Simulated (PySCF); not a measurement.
**C4H11BO3Si2 (SMILES OCCC1=C(B(O)O)[SiH2][SiH2]1): density, localisation and related maps**

```yaml
atoms:
  - { symbol: O, position_ang: [2.7799, 2.0243, 0.3822] }
  - { symbol: C, position_ang: [2.0883, 0.8243, 0.1084] }
  - { symbol: C, position_ang: [0.7498, 1.1664, -0.5508] }
  - { symbol: C, position_ang: [-0.0770, -0.0695, -0.6989] }
  - { symbol: C, position_ang: [-1.0707, -0.4729, 0.1245] }
  - { symbol: B, position_ang: [-1.6464, 0.1833, 1.4174] }
  - { symbol: O, position_ang: [-2.9264, -0.1322, 1.7381] }
  - { symbol: O, position_ang: [-0.9710, 0.9952, 2.2862] }
  - { symbol: Si, position_ang: [-1.7037, -2.0937, -0.6531] }
  - { symbol: Si, position_ang: [0.0449, -1.4150, -2.0505] }
  - { symbol: H, position_ang: [3.6693, 1.8177, 0.6857] }
  - { symbol: H, position_ang: [1.9100, 0.2629, 1.0406] }
  - { symbol: H, position_ang: [2.6699, 0.1813, -0.5664] }
  - { symbol: H, position_ang: [0.9532, 1.6028, -1.5312] }
  - { symbol: H, position_ang: [0.2429, 1.9239, 0.0530] }
  - { symbol: H, position_ang: [-3.2303, 0.2734, 2.5510] }
  - { symbol: H, position_ang: [-0.0733, 1.2203, 2.0486] }
  - { symbol: H, position_ang: [-1.5653, -3.2716, 0.2182] }
  - { symbol: H, position_ang: [-3.0956, -2.0670, -1.1151] }
  - { symbol: H, position_ang: [-0.1237, -0.8703, -3.4071] }
  - { symbol: H, position_ang: [1.3663, -2.0670, -2.0814] }
```

Geometry: GFN2-xTB.

Level of theory: PBE0/pcSseg-1, SCF density, gas phase, non-relativistic in PySCF 2.14.0.

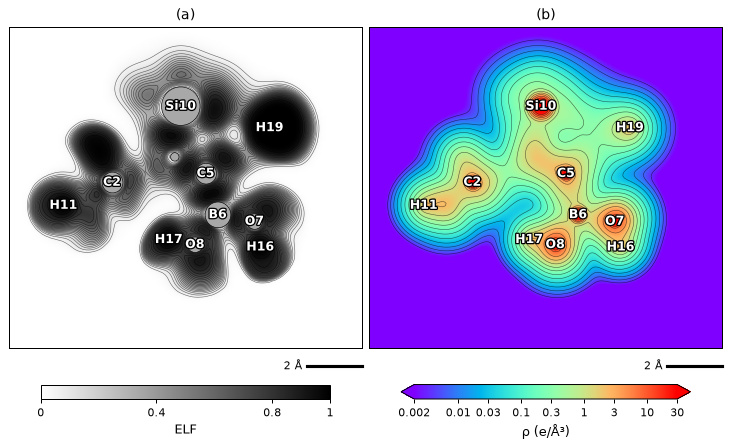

Figure 1. (a) ELF; (b) electron density on the plane of atoms B6, O8 and H17. Grey discs cover the atomic cores in the ELF map.

**Read the bonding off the picture.**

- The plane passes through C, B, O, Si and H nuclei.
- B–O (1.36 Å): ρ at the midpoint is about 2.2 e/Å³; the ELF peaks at about 0.90 between the atoms; a polar covalent bond.
- C–B (1.56 Å): ρ is about 1.4 e/Å³ halfway; the ELF peaks at about 1 between the atoms: a shared electron pair.
- O–H (0.96 Å): ρ is about 3.8 e/Å³ halfway; the ELF climbs to about 1 towards the hydrogen, as it does in any bond to H (an ordinary covalent bond to hydrogen).
- The ELF also peaks beside O8 and O7, away from the bonds: lone-pair regions.

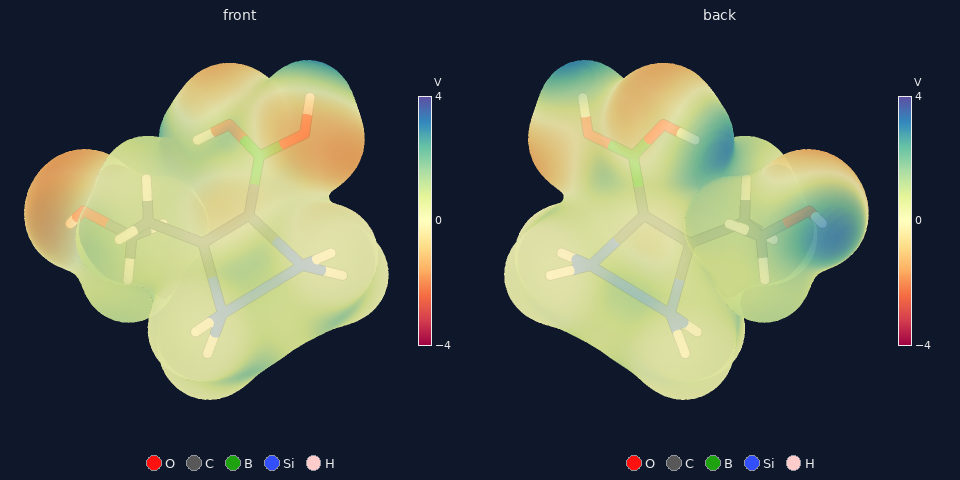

Figure 2. The molecular electrostatic potential painted on the density surface at 0.004 e/bohr³, seen from the front and from behind; the colour scale runs from red (negative) to blue (positive).

**Which sites attract a positive test charge, and which a negative one?**

A positive charge is drawn to the negative regions and a negative charge to the positive ones. The most negative region (about −1.6 V) lies over O1 and O7, the most positive (about +3.1 V) over H11, H16 and H17.

**How polar is the molecule by this calculation?**

Its dipole moment is 2.17 D.
